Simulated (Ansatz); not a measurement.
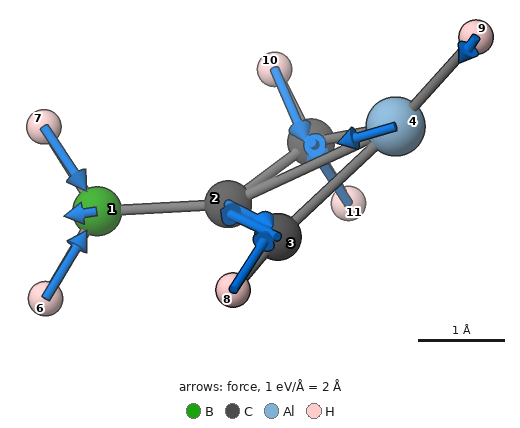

Starting geometry of C$_{3}$H$_{6}$AlB with the computed forces as blue arrows. A ball-and-stick model, seen from a free direction.

The start comes from PBE-D4/def2-SVP.

These are results of RKS PBE0-D4/def2-TZVP (Ansatz 0.2.0), not measurements.

Input
```yaml
crystal:
  periodic: [false, false, false]
  atoms:
    - {symbol: B, position_ang: [1.335270, 1.228841, -0.227446]}
    - {symbol: C, position_ang: [0.069650, 0.389619, 0.047763]}
    - {symbol: C, position_ang: [-0.249099, 0.035541, 1.352949]}
    - {symbol: Al, position_ang: [-1.078002, -1.528619, 0.570573]}
    - {symbol: C, position_ang: [-0.766987, -0.347883, -1.003901]}
    - {symbol: H, position_ang: [1.546503, 2.260929, 0.384010]}
    - {symbol: H, position_ang: [2.165624, 0.826345, -1.025645]}
    - {symbol: H, position_ang: [0.180213, 0.544632, 2.231719]}
    - {symbol: H, position_ang: [-1.283280, -3.079817, 0.921093]}
    - {symbol: H, position_ang: [-0.222002, -0.660552, -1.918364]}
    - {symbol: H, position_ang: [-1.632588, 0.273962, -1.312151]}
basis:
  gaussian: {orbitals: def2-TZVP}
hamiltonian: {xc: pbe0, dispersion: d4}
relax: {f_tol: 0.005, max_steps: 150}
```

Run as
```bash
ansatz run in.yaml --threads 2 --pin off --events-out ev --progress --plain --max-ram 4352MiB
```

> Is this structure relaxed? If not, where do the atoms go?

It isn't relaxed: the largest force vector, on C2, is 0.66 eV/Å. The final displacements follow the starting forces only in part (cosine between the two patterns 0.42). The largest move after the best rigid fit is that of H9, 0.079 Å. By element the largest moves are H 0.079 Å, C 0.035 Å, B 0.023 Å, Al 0.020 Å. Some distances before and after: Al4–C5 1.992 → 1.964 Å, C2–Al4 2.296 → 2.271 Å, B1–H6 1.218 → 1.197 Å, C3–Al4 1.935 → 1.914 Å. Bond angles that change, for instance: C2–Al4–H9 157.2° → 160.1°. After 8 accepted moves (9 points after the start) the energy has fallen by 4.98 kJ/mol. The largest force component goes from 0.62 to 0.0042 eV/Å. The line search rejected the trial step at point 7 of the run.
